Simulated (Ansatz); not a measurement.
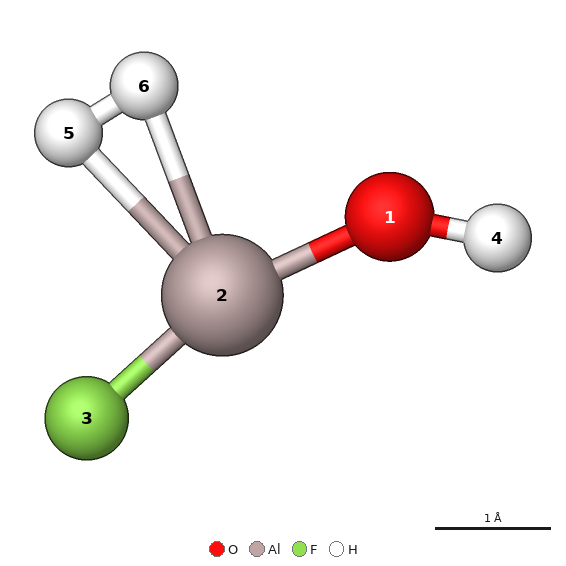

Orthographic view with a scale bar. The species has charge +1 and is a spin singlet. Computed geometry: PBE0-D4/def2-TZVP optimisation. No frequency run is at hand to confirm it as a minimum.

Write Cartesian coordinates in Å in the frame of the picture: x to the right, y up, z towards the viewer, origin at the mean of the atomic positions.

```xyz
6
AlFH3O
O    1.35   0.13   0.12
Al  -0.11  -0.56  -0.03
F   -1.29  -1.63  -0.18
H    2.28  -0.06   0.18
H   -1.45   0.85  -0.08
H   -0.79   1.26  -0.01
```
